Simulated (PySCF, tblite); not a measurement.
# C5H7N2O radical: geometry, infrared bands and EPR parameters

Aim: predict the infrared bands and EPR parameters of C5H7N2O radical (`[CH2]C[C@H](C#N)C(N)=O`).

Computed with tblite 0.8.0 and PySCF 2.14.0, with density-fitted response routines of our own, on a single molecule in the gas phase. Atoms count from 0, in the outputs and in this text.

## 1. The molecule as given

15 atoms, charge 0, multiplicity 2; geometry from: force field or distance geometry start.

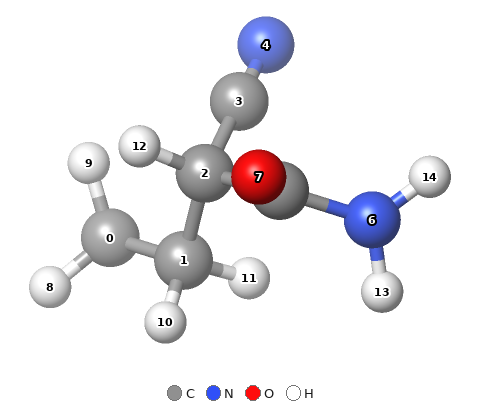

The starting geometry (carbon grey, nitrogen blue, oxygen red, hydrogen white), atoms numbered.

## 2. Relaxing the molecule with GFN2-xTB

What the job is given:

```
{"job": {"kind": "relax", "xc": "GFN2-xTB", "basis": "xTB"}, "charge": 0, "multiplicity": 2}
C     -2.261600     0.166500    -0.406200
C     -0.998500    -0.490500     0.051700
C      0.066600     0.560500     0.257300
C      0.258000     1.234500    -1.041100
N      0.408800     1.766500    -2.057500
C      1.350700    -0.035500     0.655800
N      2.065800    -0.974100    -0.138100
O      1.836500     0.333800     1.771200
H     -3.113300    -0.118200     0.243600
H     -2.133400     1.261600    -0.491100
H     -1.155900    -1.152000     0.912200
H     -0.662800    -1.136200    -0.804800
H     -0.274600     1.320200     1.009000
H      1.733300    -1.974500    -0.120100
H      2.875900    -0.754400    -0.720200
```

The run is started by

```bash
$ OMP_NUM_THREADS=1 python probes_run.py task.json out
```

One launch serves the whole session: the jobs run in the order shown.

Output:

```text
step      E/eV     max force
  0    -653.04933    5.544
  1    -653.29778    5.490
  2    -653.50430    4.384
  3    -653.54017    3.420
  4    -653.67363    0.789
  5    -653.73880    0.965
  6    -653.83399    1.356
  7    -653.89735    0.893
  8    -653.93870    0.589
  9    -654.01191    1.392
 10    -654.06083    1.425
 11    -654.10548    0.834
 12    -654.13176    0.517
 13    -654.15292    0.604
 14    -654.17758    0.581
 15    -654.20294    0.495
 16    -654.23167    0.522
 17    -654.26774    0.644
 18    -654.30326    0.720
 19    -654.34997    0.906
 20    -654.41050    0.979
 21    -654.46313    0.790
 22    -654.48790    1.024
 23    -654.52379    1.143
 24    -654.55605    0.796
 25    -654.57825    0.449
 26    -654.60647    0.705
 27    -654.62131    0.402
 28    -654.63562    0.406
 29    -654.64831    0.228
 30    -654.65997    0.278
 31    -654.67069    0.303
 32    -654.67524    0.342
 33    -654.68093    0.188
 34    -654.68566    0.142
 35    -654.69090    0.149
 36    -654.69573    0.116
 37    -654.69817    0.101
 38    -654.69975    0.103
 39    -654.70178    0.111
 40    -654.70430    0.115
 41    -654.70666    0.114
 42    -654.70823    0.103
 43    -654.70940    0.086
 44    -654.71084    0.111
 45    -654.71279    0.124
 46    -654.71500    0.142
 47    -654.71712    0.137
 48    -654.71905    0.108
 49    -654.72080    0.111
 50    -654.72219    0.112
 51    -654.72324    0.106
 52    -654.72412    0.070
 53    -654.72501    0.110
 54    -654.72597    0.105
 55    -654.72693    0.066
 56    -654.72785    0.074
 57    -654.72871    0.084
 58    -654.73021    0.123
 59    -654.73228    0.139
 60    -654.73415    0.222
 61    -654.73590    0.115
 62    -654.73718    0.090
 63    -654.73917    0.283
 64    -654.74069    0.215
 65    -654.74251    0.124
 66    -654.74555    0.182
 67    -654.74723    0.110
 68    -654.75070    0.133
 69    -654.75413    0.277
 70    -654.75613    0.183
 71    -654.75855    0.224
 72    -654.76134    0.162
 73    -654.76360    0.108
 74    -654.76605    0.115
 75    -654.76683    0.254
 76    -654.76885    0.113
 77    -654.76994    0.166
 78    -654.77062    0.114
 79    -654.77102    0.063
 80    -654.77169    0.063
 81    -654.77253    0.102
 82    -654.77311    0.105
 83    -654.77390    0.093
 84    -654.77473    0.058
 85    -654.77564    0.091
 86    -654.77651    0.131
 87    -654.77747    0.146
 88    -654.77852    0.103
 89    -654.77971    0.083
 90    -654.78030    0.079
 91    -654.78070    0.062
 92    -654.78100    0.067
 93    -654.78137    0.082
 94    -654.78172    0.078
 95    -654.78204    0.066
 96    -654.78230    0.040
 97    -654.78253    0.037
 98    -654.78273    0.045
 99    -654.78290    0.088
100    -654.78309    0.067
101    -654.78337    0.058
102    -654.78410    0.050
103    -654.78447    0.047
104    -654.78489    0.043
105    -654.78515    0.080
106    -654.78549    0.064
107    -654.78590    0.088
108    -654.78632    0.106
109    -654.78675    0.049
110    -654.78700    0.038
111    -654.78726    0.052
112    -654.78750    0.048
113    -654.78803    0.039
114    -654.78839    0.046
115    -654.78846    0.053
116    -654.78852    0.082
117    -654.78868    0.043
118    -654.78887    0.045
119    -654.78937    0.080
120    -654.79017    0.124
121    -654.79098    0.070
122    -654.79165    0.079
123    -654.79226    0.102
124    -654.79325    0.172
125    -654.79474    0.174
126    -654.79654    0.171
127    -654.79752    0.090
128    -654.79898    0.128
129    -654.80067    0.231
130    -654.80177    0.084
131    -654.80275    0.122
132    -654.80354    0.139
133    -654.80418    0.086
134    -654.80472    0.054
135    -654.80504    0.065
136    -654.80538    0.052
137    -654.80568    0.030
138    -654.80604    0.036
139    -654.80629    0.055
140    -654.80651    0.051
141    -654.80663    0.039
142    -654.80671    0.035
143    -654.80677    0.025
144    -654.80682    0.022
145    -654.80687    0.018
146    -654.80694    0.019
147    -654.80704    0.026
148    -654.80716    0.030
149    -654.80726    0.025
150    -654.80731    0.012
151    -654.80734    0.013
152    -654.80735    0.019
153    -654.80736    0.014
154    -654.80739    0.011
155    -654.80742    0.015
156    -654.80748    0.024
157    -654.80758    0.034
158    -654.80769    0.031
159    -654.80776    0.015
160    -654.80778    0.019
161    -654.80780    0.021
162    -654.80782    0.017
163    -654.80786    0.010
164    -654.80788    0.019
165    -654.80790    0.017
166    -654.80791    0.012
167    -654.80792    0.009
```

Run time: 0.98 s. Hardware: 1 thread of Arm Neoverse V1, shared host.

Relaxation path: (not every step is listed)

```tsv
step	energy from step 0 (eV)	largest force (eV/Å)
0	0.0000	5.5435
1	-0.2484	5.4897
2	-0.4550	4.3838
3	-0.4908	3.4205
4	-0.6243	0.7888
5	-0.6895	0.9649
6	-0.7847	1.3565
7	-0.8480	0.8926
8	-0.8894	0.5895
23	-1.4745	1.1429
38	-1.6504	0.1025
53	-1.6757	0.1103
68	-1.7014	0.1333
83	-1.7246	0.0926
98	-1.7334	0.0451
113	-1.7387	0.0393
128	-1.7496	0.1285
143	-1.7574	0.0254
158	-1.7584	0.0310
162	-1.7585	0.0170
163	-1.7585	0.0101
164	-1.7585	0.0190
165	-1.7586	0.0168
166	-1.7586	0.0116
167	-1.7586	0.0094
```

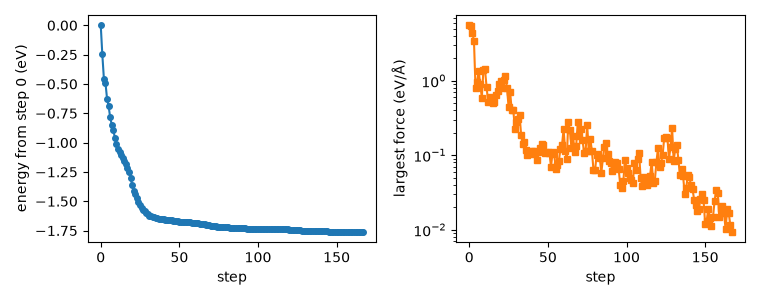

Energy and largest force along the relaxation.

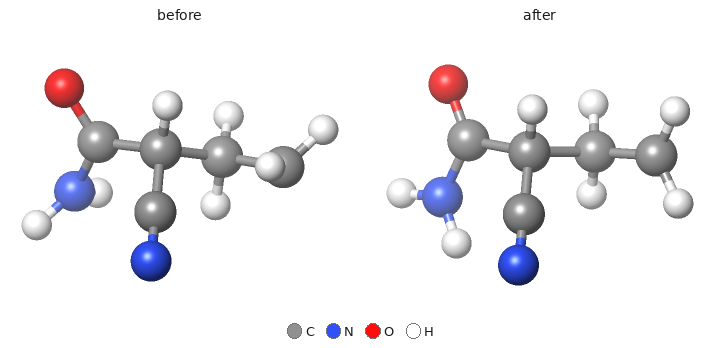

Before and after, at one scale.

Distances of close pairs at the start and the end, largest changes first:

```tsv
bond	before (Å)	after (Å)	change (Å)
C5–N6	1.422	1.349	-0.073
C1–C2	1.510	1.577	+0.066
C2–C5	1.471	1.537	+0.066
C5–O7	1.271	1.206	-0.065
N6–H13	1.054	1.006	-0.048
C2–C3	1.475	1.434	-0.041
C0–H8	1.108	1.073	-0.035
C0–H9	1.106	1.072	-0.034
```

The final coordinates are the input of the step that follows.

## 3. Infrared spectrum with GFN2-xTB

What the job is given:

```
{"job": {"kind": "ir", "xc": "GFN2-xTB", "basis": "xTB"}, "charge": 0, "multiplicity": 2}
C     -2.333497     0.133861    -0.168335
C     -1.056125    -0.499854     0.162419
C      0.113981     0.555116     0.228168
C      0.315503     1.162386    -1.055294
N      0.502680     1.607428    -2.093479
C      1.376878    -0.168892     0.720142
N      2.108499    -0.738752    -0.259512
O      1.635781    -0.268412     1.894113
H     -2.882998     0.664885     0.584872
H     -2.649567     0.226346    -1.188811
H     -1.090195    -0.962404     1.152324
H     -0.784320    -1.253662    -0.579695
H     -0.151334     1.320794     0.963460
H      1.931524    -0.555744    -1.232729
H      2.958777    -1.215104    -0.005975
```

Output:

```text
mode    cm-1     km/mol
  1      35.1     13.85
  2      79.9      0.67
  3     117.9      2.09
  4     144.3      9.27
  5     159.2      3.36
  6     202.5      9.48
  7     304.7      3.94
  8     375.0     51.04
  9     401.4    146.85
 10     482.0     17.56
 11     521.1     47.25
 12     544.2     16.24
 13     570.0     12.76
 14     587.4     36.42
 15     674.4     10.63
 16     800.0      5.85
 17     859.8      4.37
 18     905.0     25.59
 19    1002.3     17.83
 20    1033.4     11.17
 21    1066.3      8.65
 22    1133.0      0.24
 23    1172.3     44.48
 24    1199.6     16.22
 25    1264.8     66.25
 26    1272.6     99.16
 27    1286.0     55.10
 28    1396.4      0.09
 29    1451.4    135.95
 30    1465.2      4.66
 31    1780.2    576.69
 32    2389.6    222.86
 33    2954.5      0.78
 34    2959.8     12.98
 35    2978.2     27.50
 36    3136.5      9.71
 37    3180.1     21.31
 38    3460.7     23.28
 39    3527.4     14.48
```

Run time: 0.42 s. Hardware: 1 thread of Arm Neoverse V1, shared host.

Which atoms move in the most intense modes:

```tsv
cm⁻¹	km/mol	atoms
375	51.0	C3 26 %, N6 20 %, H13 19 %, O7 11 %
401	146.8	H13 57 %, N6 14 %
1265	66.2	H11 55 %, C5 12 %
1273	99.2	C5 24 %, C2 16 %, H12 14 %, H10 13 %
1286	55.1	H10 23 %, C2 18 %, C5 17 %, H12 15 %
1451	135.9	H13 39 %, H14 31 %, N6 19 %
1780	576.7	C5 64 %, O7 32 %
2390	222.9	C3 60 %, N4 39 %
```

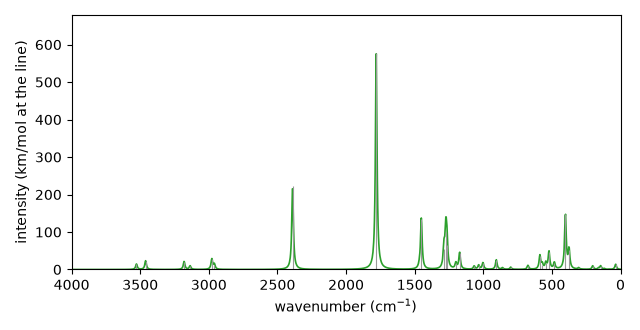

The infrared spectrum from these modes, unscaled. Lines are broadened to a width of 14 cm⁻¹ (Lorentzian).

## 4. g tensor and hyperfine couplings: B3LYP/pcH-1

Same as in step 3 but for these lines:

```diff
@@ -1,2 +1,2 @@
-{"job": {"kind": "ir", "xc": "GFN2-xTB", "basis": "xTB"}, "charge": 0, "multiplicity": 2}
+{"job": {"kind": "epr", "basis": "pcH-1"}, "charge": 0, "multiplicity": 2}
 C     -2.333497     0.133861    -0.168335
```

Level: UKS B3LYP, pcH-1 on C H N O, non-relativistic, mean-field spin-orbit, GIAO.

Output:

```text
UKS, coarse grid
  cycle   1  E = -379.24338694  |g| = 7.02e-01
  cycle   2  E = -378.34045439  |g| = 1.65e+00
  cycle   3  E = -379.42597078  |g| = 1.76e-01
  cycle   4  E = -379.43718080  |g| = 8.43e-02
  cycle   5  E = -379.43987296  |g| = 2.09e-02
  cycle   6  E = -379.44006432  |g| = 4.94e-03
  cycle   7  E = -379.44007535  |g| = 2.13e-03
  cycle   8  E = -379.44007681  |g| = 1.36e-03
  cycle   9  E = -379.44007740  |g| = 7.46e-04
UKS, final grid
  cycle   1  E = -379.44005417  |g| = 1.67e-03
  cycle   2  E = -379.44004824  |g| = 4.12e-03
  cycle   3  E = -379.44005532  |g| = 2.59e-04
  cycle   4  E = -379.44005535  |g| = 5.69e-05
  cycle   5  E = -379.44005535  |g| = 2.21e-05
E = -379.44005535 Eh   <S^2> = 0.7536 (exact 0.7500)
g shifts (ppm)      1          2          3
  rmc          -143       -143       -143
  gc              7         38         24
  oz_so         -72        588        635
  total        -208        483        515
hyperfine (MHz)  atom isotope    a_iso     a_fc   dipolar eigenvalues
    0   13C      96.67      96.67    -81.04    -80.27    161.31
    1   13C     -29.62     -29.62     -1.71     -1.32      3.03
    2   13C      92.80      92.80     -7.04     -6.74     13.78
    3   13C      -3.69      -3.69     -1.40     -0.30      1.70
    4   14N       0.42       0.42     -0.39     -0.05      0.44
    5   13C       5.60       5.60     -1.19     -0.96      2.15
    6   14N       1.26       1.26     -0.22     -0.06      0.28
    7   17O      -0.75      -0.75     -2.56      0.90      1.66
    8    1H     -62.32     -62.32    -38.87     -0.64     39.51
    9    1H     -62.58     -62.58    -39.01     -0.51     39.51
   10    1H      47.35      47.35     -5.13     -4.38      9.51
   11    1H      22.59      22.59     -5.12     -4.31      9.43
   12    1H      -3.98      -3.98     -5.76     -2.20      7.96
   13    1H      -0.22      -0.22     -1.13     -0.60      1.73
   14    1H       0.49       0.49     -0.70     -0.55      1.25
```

Wall time 76 s (1 thread of Arm Neoverse V1, shared host); peak memory 1 GiB.

Principal g values 2.00211, 2.00280, 2.00283; g(iso) = 2.00258, against 2.00232 for a free electron.

Hyperfine couplings; where a row names several nuclei, a(iso) is their mean (it holds for fast rotation or exchange) and the dipolar term the largest among them:

```tsv
nuclei	isotope	a(iso) (MHz)	a(iso) (G, at g = 2.0023)	largest dipolar term (MHz)
C0	13C	96.7	34.5	161.3
C2	13C	92.8	33.1	13.8
H8, H9	1H	-62.5	-22.3	39.5
H10	1H	47.4	16.9	9.5
C1	13C	-29.6	-10.6	3.0
H11	1H	22.6	8.1	9.4
C5	13C	5.6	2.0	2.2
H12	1H	-4.0	-1.4	8.0
C3	13C	-3.7	-1.3	1.7
N6	14N	1.3	0.4	0.3
O7	17O	-0.8	-0.3	-2.6
H14	1H	0.5	0.2	1.2
N4	14N	0.4	0.1	0.4
H13	1H	-0.2	-0.1	1.7
```

Mulliken spin populations:

C0 1.07; C1 -0.09; C2 0.06; C3 -0.01; N4 0.00; C5 0.01; N6 0.00; O7 0.01; H8 -0.04; H9 -0.04; H10 0.02; H11 0.01; H12 0.00; H13 0.00; H14 0.00

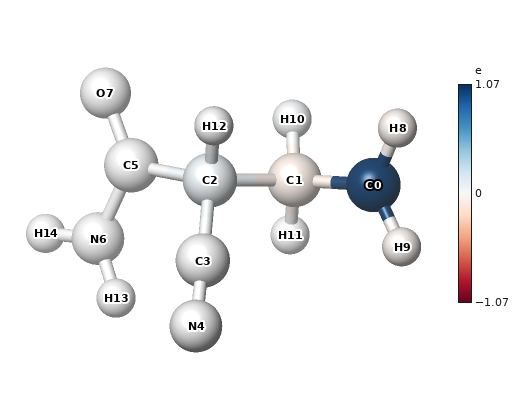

Mulliken spin populations, as colours on the atoms.

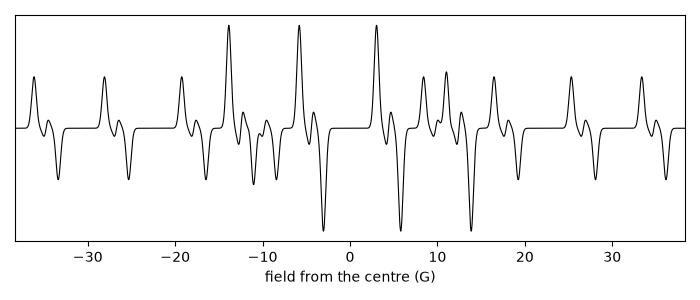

First-order isotropic spectrum (first derivative, main isotopes with spin only, couplings over 0.8 MHz, Gaussian width 0.3 G; couplings of the frozen geometry, rotation of groups not averaged beyond the rows shown).

Orbitals, density, ELF and potential are computed afterwards from the orbital file.

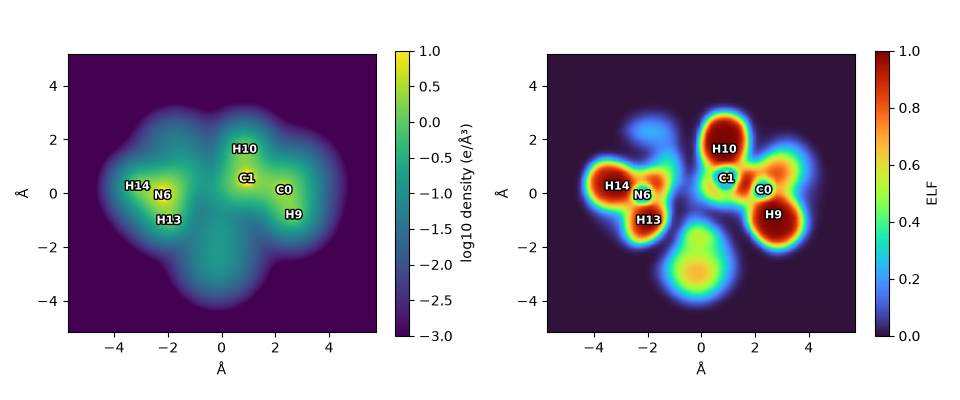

Density (left) and ELF (right) in a plane through or near 7 of the atoms.

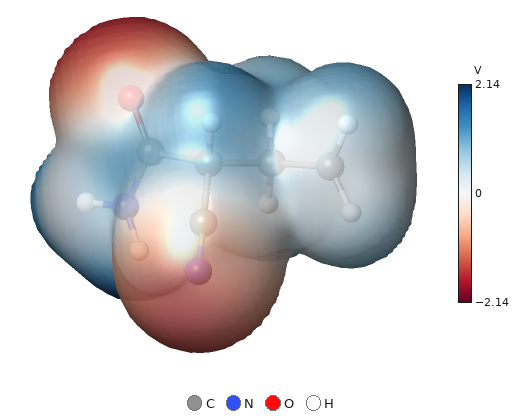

The potential that a unit positive charge feels on the 0.002 e/bohr³ surface, from -1.63 V near O7 to 2.14 V near H14.

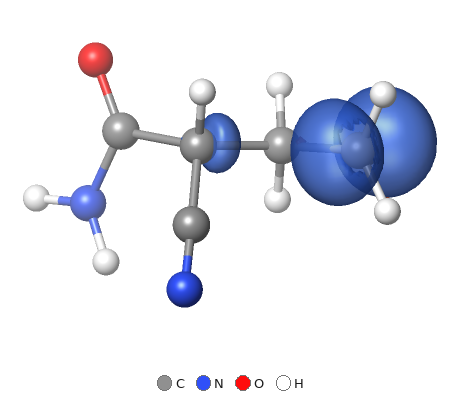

Spin density at ±0.05 e/Å³ (alpha excess blue, beta excess red).

## 5. What came out

| quantity | value |
| --- | --- |
| strongest single infrared mode (GFN2-xTB) | 1780 cm⁻¹, 577 km/mol |
| zero-point energy (GFN2-xTB) | 69.9 kcal/mol |
| g(iso) (B3LYP) | 2.00258 |
| ⟨S²⟩ | 0.754 (exact 0.75) |
| largest a(iso) (averaged by class) | 13C on C0, 96.7 MHz |
| surface potential, least and greatest | -1.63 V and 2.14 V |

What this shows: Over 167 steps the energy fell by 1.759 eV; of the close pairs, C5–N6 changed most, 1.422 to 1.349 Å. No mode is imaginary among the 39: a minimum at this level. The strongest single mode, at 1780 cm⁻¹, moves mainly C5 and O7. GFN2-xTB is a fitted tight-binding method: band positions and strengths are rough. Its intensities can rank the bands wrongly. Most of the unpaired spin sits on C0 (1.07 e). The isotropic g lies 0.3 ppt above the free-electron value.
